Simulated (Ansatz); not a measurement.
**C₂H₅Cl₃Ge: basis-set convergence**

How large a basis does C₂H₅Cl₃Ge need? Two functionals are run in growing sets.

Program: Ansatz 0.2.0, Gaussian basis. Level of theory: one geometry, several basis sets. These are calculated values, not measurements.

Levels to be run: PBE0-D4/def2-SVP; ωB97M-V/def2-SVP; PBE0-D4/def2-QZVPP; ωB97M-V/def2-QZVPP; the functionals' def2-TZVPP values are taken from earlier runs.

### 1 The relaxed structure

The geometry comes from an earlier relaxation with PBE0-D4 in a triple-zeta def2 set; it is a stationary point, not always the lowest conformer.

SMILES `C[CH2][Ge]([Cl])([Cl])[Cl]`, 11 atoms, charge 0, spin multiplicity 1.

Atoms are counted from 1 here; the program's logs count them from 0.

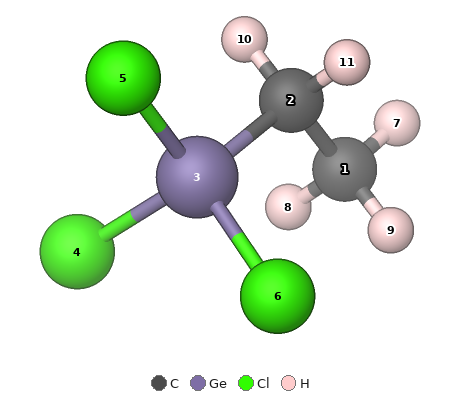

The structure; carbon dark grey, germanium purple, chlorine green, hydrogen pink; atoms are numbered from 1 in the order of the file.

Geometry (Å):

```
C     0.10943   -1.11550    0.99310
C     0.62089   -0.42638   -0.26160
Ge   -0.39740    1.15980   -0.71144
Cl   -2.45729    0.68934   -1.04644
Cl    0.34460    2.10440   -2.47819
Cl   -0.32589    2.59901    0.86985
H     0.71097   -2.00054    1.21152
H    -0.92731   -1.43747    0.87794
H     0.16094   -0.45534    1.86104
H     0.56836   -1.07651   -1.13845
H     1.65790   -0.09781   -0.15663
```

### 2 PBE0-D4 in def2-SVP

File in.yaml:

```yaml
crystal:
  periodic: [false, false, false]
  atoms:
    - {symbol: C, position_ang: [0.109431, -1.115502, 0.993101]}
    - {symbol: C, position_ang: [0.620891, -0.426375, -0.261601]}
    - {symbol: Ge, position_ang: [-0.397402, 1.159796, -0.711444]}
    - {symbol: Cl, position_ang: [-2.457295, 0.689335, -1.046439]}
    - {symbol: Cl, position_ang: [0.344600, 2.104405, -2.478193]}
    - {symbol: Cl, position_ang: [-0.325891, 2.599012, 0.869853]}
    - {symbol: H, position_ang: [0.710974, -2.000540, 1.211518]}
    - {symbol: H, position_ang: [-0.927307, -1.437469, 0.877940]}
    - {symbol: H, position_ang: [0.160942, -0.455338, 1.861044]}
    - {symbol: H, position_ang: [0.568356, -1.076512, -1.138447]}
    - {symbol: H, position_ang: [1.657900, -0.097811, -0.156631]}
basis:
  gaussian: {orbitals: def2-SVP}
hamiltonian: {xc: pbe0, dispersion: d4}
output: {orbitals: {seedname: orbitals}}
```

Command:

```
$ ansatz run in.yaml --threads 4 --pin off --events-out ev --progress --plain --max-ram 11315MiB
```

The log of the run:

```text
Functional definition: PBE0
  name "PBE0"
  cite "Adamo & Barone, J. Chem. Phys. 110, 6158 (1999) doi:10.1063/1.478522"
  cite "Perdew, Burke & Ernzerhof, Phys. Rev. Lett. 77, 3865 (1996) doi:10.1103/PhysRevLett.77.3865"
  parent pbe
  parameter a = 0.25
  parameter kappa = 0.804
  parameter beta = 0.06672455060314922
  exchange = (1 - a)*pbe_x(kappa = kappa, mu = beta*pi^2/3) + a*exact_x
  correlation = pbe_c(beta = beta)
1342 factors; integrals over basis functions are off by at most 1.4e-3 eV
mean field evaluation 1: about -96197.4704 eV, gradient 5.0e1 eV
mean field evaluation 2: about -96194.0691 eV, gradient 6.2e1 eV
mean field evaluation 4: about -96203.3522 eV, gradient 1.4e0 eV
mean field evaluation 8: about -96203.5007 eV, gradient 1.4e-1 eV
mean field evaluation 16: about -96203.5007 eV, gradient 2.2e-5 eV
mean field -96203.50074052 eV, -3535.4134431393 hartree, gradient 2.2e-5 eV, S^2 0.000000; 0 other end points of the search recorded, 0 dependent functions left out
reference -96203.50076765 eV, -3535.4134441361 hartree; 50, 50 occupied and 89, 89 virtual orbitals, 1342 factors
Total energy: -96203.81754364 eV, -3535.4250854393 hartree
```

It took 2 s on 4 threads of Arm Neoverse V2, shared host; peak memory 0.42 GiB.

### 3 ωB97M-V in def2-SVP

Edit in.yaml of step 2 so:

```diff
@@ -16,3 +16,3 @@
   gaussian: {orbitals: def2-SVP}
-hamiltonian: {xc: pbe0, dispersion: d4}
+hamiltonian: {xc: {name: wB97M-V}}
 output: {orbitals: {seedname: orbitals}}
```

Same command.

The log of the run, cut to the lines that bear on the results:

```text
Functional definition: wB97M-V
  name "wB97M-V"
  cite "Mardirossian & Head-Gordon, J. Chem. Phys. 144, 214110 (2016) doi:10.1063/1.4952647"
  cite "Becke, J. Chem. Phys. 107, 8554 (1997) doi:10.1063/1.475007"
  cite "Vydrov & Van Voorhis, J. Chem. Phys. 133, 244103 (2010) doi:10.1063/1.3521275"
  # Of w^i u^j: cxij and so on, Table III.
[...]
  gx(w, u) = 1 - cx + cx01*u + cx10*w
  gss(w, u) = css00 + css04*u^4 + css10*w + css20*w^2 + css43*w^4*u^3
  gos(w, u) = cos00 + cos10*w + (cos20 + cos21*u)*w^2 + (cos60 + cos61*u)*w^6
[...]
      + integral(e_c_pw_mod_opposite_spin*gos(b97_w_opposite, b97_u_opposite)) + vv10(b, c)
1342 factors; integrals over basis functions are off by at most 1.4e-3 eV
332 factors; integrals over basis functions are off by at most 5.1e-6 eV
[...]
mean field -96219.50150425 eV, -3536.0014603605 hartree, gradient 3.4e-5 eV, S^2 0.000000; 0 other end points of the search recorded, 0 dependent functions left out
reference -96219.50154279 eV, -3536.0014617770 hartree; 50, 50 occupied and 89, 89 virtual orbitals, 1342 factors
Total energy: -96219.50154279 eV, -3536.0014617770 hartree
```

Wall time 7 s (4 threads of Arm Neoverse V2, shared host); peak memory 0.59 GiB.

### 4 PBE0-D4 in def2-QZVPP

Edit in.yaml of step 3 so:

```diff
@@ -15,4 +15,4 @@
 basis:
-  gaussian: {orbitals: def2-SVP}
-hamiltonian: {xc: {name: wB97M-V}}
+  gaussian: {orbitals: "def2-QZVPP.json"}
+hamiltonian: {xc: pbe0, dispersion: d4}
 output: {orbitals: {seedname: orbitals}}
```

The command is unchanged.

The log of the run:

```text
Functional definition: PBE0
  name "PBE0"
  cite "Adamo & Barone, J. Chem. Phys. 110, 6158 (1999) doi:10.1063/1.478522"
  cite "Perdew, Burke & Ernzerhof, Phys. Rev. Lett. 77, 3865 (1996) doi:10.1103/PhysRevLett.77.3865"
  parent pbe
  parameter a = 0.25
  parameter kappa = 0.804
  parameter beta = 0.06672455060314922
  exchange = (1 - a)*pbe_x(kappa = kappa, mu = beta*pi^2/3) + a*exact_x
  correlation = pbe_c(beta = beta)
2310 factors; their error is unknown
mean field evaluation 1: about -96219.5159 eV, gradient 6.3e1 eV
mean field evaluation 2: about -96212.8906 eV, gradient 8.1e1 eV
mean field evaluation 4: about -96228.1987 eV, gradient 3.3e0 eV
mean field evaluation 8: about -96228.2202 eV, gradient 8.3e-2 eV
mean field evaluation 16: about -96228.3997 eV, gradient 1.4e-4 eV
mean field -96228.39965381 eV, -3536.3284613257 hartree, gradient 2.7e-5 eV, S^2 0.000000; 0 other end points of the search recorded, 0 dependent functions left out
reference -96228.39969416 eV, -3536.3284628085 hartree; 50, 50 occupied and 513, 513 virtual orbitals, 2310 factors
Total energy: -96228.71647016 eV, -3536.3401041117 hartree
```

Run time: 20 s. Hardware: 4 threads of Arm Neoverse V2, shared host; peak memory 3.2 GiB.

### 5 ωB97M-V in def2-QZVPP

Edit in.yaml of step 4 so:

```diff
@@ -16,3 +16,3 @@
   gaussian: {orbitals: "def2-QZVPP.json"}
-hamiltonian: {xc: pbe0, dispersion: d4}
+hamiltonian: {xc: {name: wB97M-V}}
 output: {orbitals: {seedname: orbitals}}
```

The command is unchanged.

The log of the run, cut to the lines that bear on the results:

```text
Functional definition: wB97M-V
  name "wB97M-V"
  cite "Mardirossian & Head-Gordon, J. Chem. Phys. 144, 214110 (2016) doi:10.1063/1.4952647"
  cite "Becke, J. Chem. Phys. 107, 8554 (1997) doi:10.1063/1.475007"
  cite "Vydrov & Van Voorhis, J. Chem. Phys. 133, 244103 (2010) doi:10.1063/1.3521275"
  # Of w^i u^j: cxij and so on, Table III.
[...]
  gx(w, u) = 1 - cx + cx01*u + cx10*w
  gss(w, u) = css00 + css04*u^4 + css10*w + css20*w^2 + css43*w^4*u^3
  gos(w, u) = cos00 + cos10*w + (cos20 + cos21*u)*w^2 + (cos60 + cos61*u)*w^6
[...]
      + integral(e_c_pw_mod_opposite_spin*gos(b97_w_opposite, b97_u_opposite)) + vv10(b, c)
2250 factors; their error is unknown
408 factors; integrals over basis functions are off by at most 4.0e-5 eV
[...]
mean field -96244.27690150 eV, -3536.9119394162 hartree, gradient 1.9e-5 eV, S^2 0.000000; 0 other end points of the search recorded, 0 dependent functions left out
reference -96244.27696307 eV, -3536.9119416788 hartree; 50, 50 occupied and 513, 513 virtual orbitals, 2250 factors
Total energy: -96244.27696307 eV, -3536.9119416788 hartree
```

It took 37 s on 4 threads of Arm Neoverse V2, shared host; peak memory 3.6 GiB.

### 6 Density functionals: the series

The def2-TZVPP values come from earlier runs at the same geometry.

```
functional       basis  functions  energy (eV)  from the largest (eV)  HOMO (eV)  LUMO (eV)
   PBE0-D4    def2-SVP        139  -96203.8175                 24.899      -8.82      -0.75
   PBE0-D4  def2-TZVPP        306  -96226.2888                  2.428      -8.89      -1.04
   PBE0-D4  def2-QZVPP        563  -96228.7165                  0.000      -8.92      -1.13
   ωB97M-V    def2-SVP        139  -96219.5015                 24.775     -10.93       1.44
   ωB97M-V  def2-TZVPP        306  -96241.9336                  2.343     -11.04       1.01
   ωB97M-V  def2-QZVPP        563  -96244.2770                  0.000     -11.07       0.82
```

### 7 Results

| quantity | value |
| --- | --- |
| PBE0-D4: double and triple zeta above quadruple | 24.90, 2.43 eV |
| ωB97M-V: double and triple zeta above quadruple | 24.78, 2.34 eV |

In words: For PBE0-D4 the step from double to triple zeta gains 22.47 eV and the next only 2.43 eV. These are total energies; as a rule much of such shifts cancels in differences, which this series doesn't test. The LUMO of ωB97M-V is positive and keeps falling with the basis (1.44 to 0.82 eV): an unbound level that the basis holds in place.

For PBE0-D4 the largest set took about 10 times as long as the smallest (20 s against 2 s).
